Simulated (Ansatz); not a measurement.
**ZrO2, pressure series**

Consider ZrO2 in the fluorite structure (space group Fm-3m, No. 225; a = 5.116 Å).

Cell and atoms are relaxed at each pressure.

Calculations: PBE/PAW in Ansatz (a first-principles code), spin-orbit coupling left out.

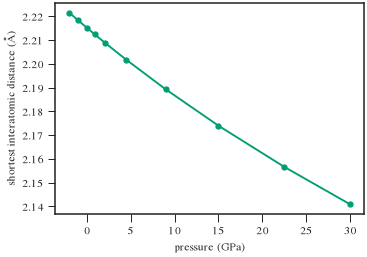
Shortest interatomic distance against pressure

Task: From the plot, what is the shortest interatomic distance for pressure 30 GPa?

Result: About 2.141 Å.

Task: Is the trend monotonic over the range shown?

Result: Yes, it falls throughout, spanning 2.141 Å to 2.222 Å.

Load acts through the strain it causes; cell and atoms are relaxed under it. Stability against distortions was not tested. No other phases were tried under pressure. This is not the structure that ZrO2 has at room temperature and ambient pressure.
